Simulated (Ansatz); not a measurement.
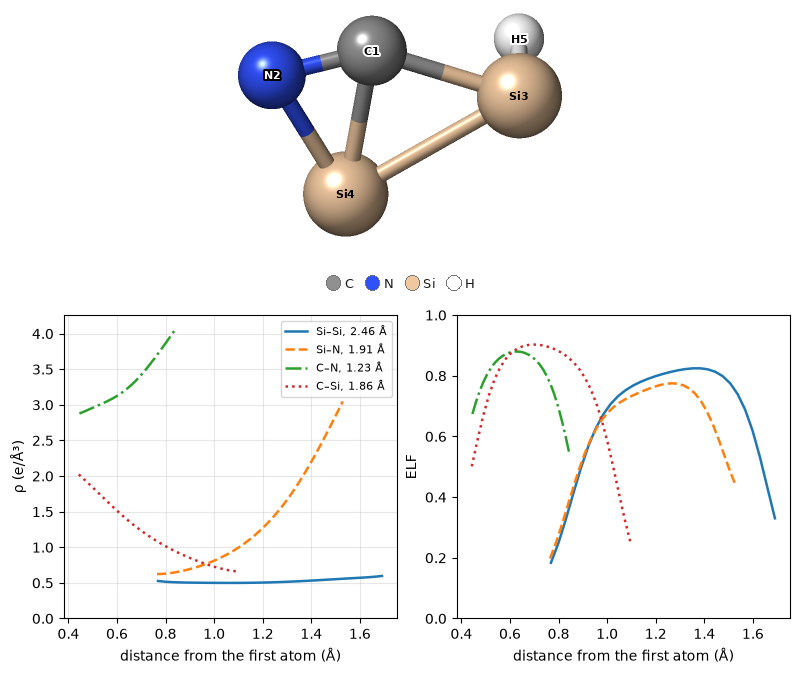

The picture shows: CHNSi2. Total electron density and electron localisation function along straight lines between neighbouring atoms. The curves leave out the atomic cores. The structure is drawn too.

Geometry: PBE0-D3(BJ)/pcseg-1.

All numbers below come from isolated molecule in a Gaussian basis; Kohn-Sham density functional theory, functional PBE0 in Ansatz 0.2.0.

```
atom    x (Å)    y (Å)   z (Å)
   C  -0.2514   0.6366  1.4693
   N  -1.0793   0.2816  0.6340
  Si   1.2867   0.2461  2.4466
  Si   0.4051  -0.9109  0.4635
   H   2.1094   1.1461  1.5306
```

**What can be read from the curves?**

Si–Si (2.46 Å): ρ at the midpoint is about 0.51 e/Å³; the ELF peaks at about 0.80 between the atoms (a covalent bond).
Si–N (1.91 Å): ρ is about 0.75 e/Å³ halfway; the ELF peaks at about 0.80 between the atoms; a polar covalent bond.
C–N (1.23 Å): ρ at the midpoint is about 3.2 e/Å³; the ELF peaks at about 0.90 between the atoms (a multiple bond).
C–Si (1.86 Å): the density is about 0.81 e/Å³ at the midpoint; the ELF peaks at about 0.90 between the atoms (a covalent bond).
